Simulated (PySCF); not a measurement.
Input file:

```
{"job": {"kind": "uv", "xc": "wB97X-D", "basis": "def2-SVPD", "nstates": 8, "ntriplets": 3}, "charge": 0, "multiplicity": 1}
F     -0.076257     1.292901     1.837868
C      0.174147     1.350830     0.462581
C     -1.089738     0.924047    -0.273375
Si    -1.258109    -0.971491    -0.132680
C      0.586475    -1.446338    -0.306985
Si     1.604776     0.113836     0.092170
H      0.413019     2.403245     0.270848
H     -0.984237     1.219498    -1.318051
H     -1.949817     1.461917     0.126732
H     -1.793020    -1.365935     1.171915
H     -2.095316    -1.506973    -1.211968
H      0.800472    -1.793419    -1.316009
H      0.846717    -2.270905     0.352119
H      2.372947     0.601254    -1.060030
H      2.443528    -0.004479     1.282955
```

Launched as:

```sh
OMP_NUM_THREADS=1 python probes_run.py task.json out
```

Geometry: GFN2-xTB.

All numbers below come from wB97X-D/def2-SVPD, SCF density, gas phase in PySCF 2.14.0.

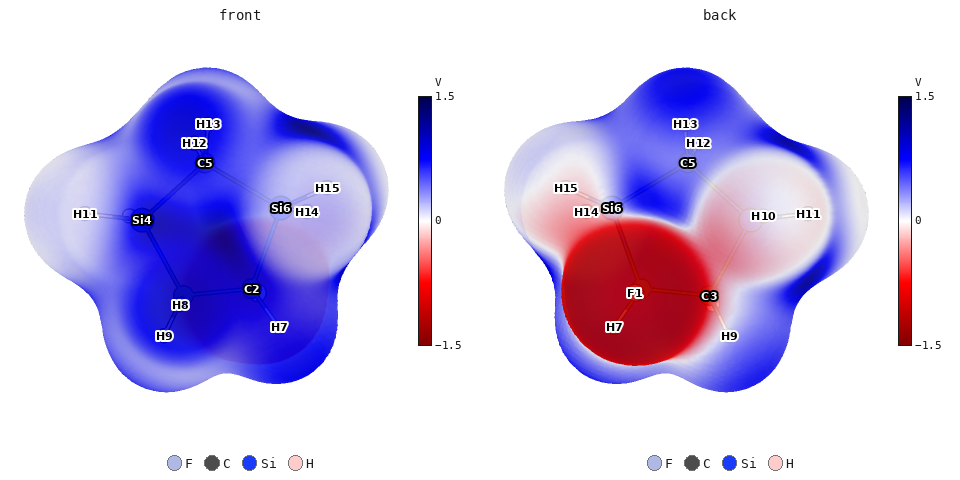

C3H9FSi2. The electrostatic potential painted on the density surface at 0.002 e/bohr³, seen from the front and from behind; the colour scale runs from red (negative) to blue (positive).

Which sites attract a positive test charge, and which a negative one?

A positive charge is drawn to the negative regions and a negative charge to the positive ones. The most negative region (about −1.2 V) lies over F1, the most positive (about +1.1 V) over Si4 and Si6.

How polar is the molecule by this calculation?

Its dipole moment is 1.91 D.
